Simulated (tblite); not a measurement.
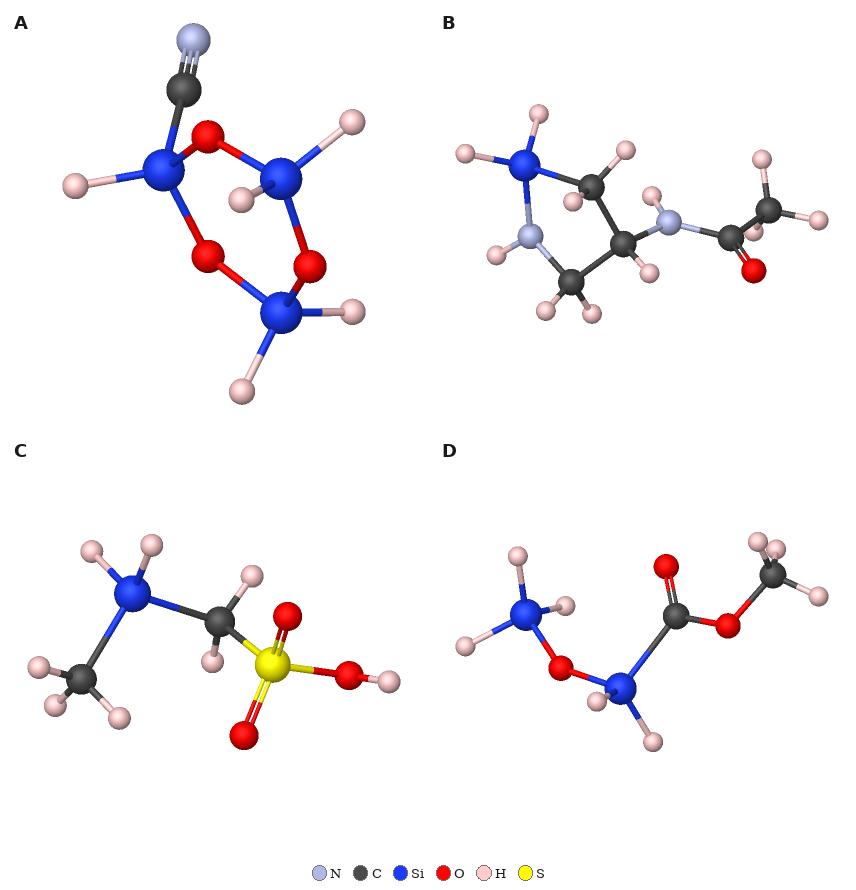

Source: calculation with tblite.

```xyz
13
charge 0, multiplicity 1
N     2.9343   -2.2994    0.8981
C     2.1165   -1.7638    0.3034
Si    0.8062   -0.9259   -0.7297
O    -0.6253   -1.2753   -0.0571
Si   -1.7803   -0.2979    0.5556
O    -1.2609    1.2385    0.4434
Si    0.1317    1.8808   -0.0961
O     1.0805    0.6678   -0.6372
H     0.7932   -1.3307   -2.1231
H    -2.9287   -0.4256   -0.3247
H    -1.8918   -0.6216    1.9660
H    -0.1946    2.6874   -1.2593
H     0.8148    2.4661    1.0430
```

**Which panel shows the molecule in this file?**

A. The file holds CH5NO3Si3, `N#C[SiH]1O[SiH2]O[SiH2]O1`.
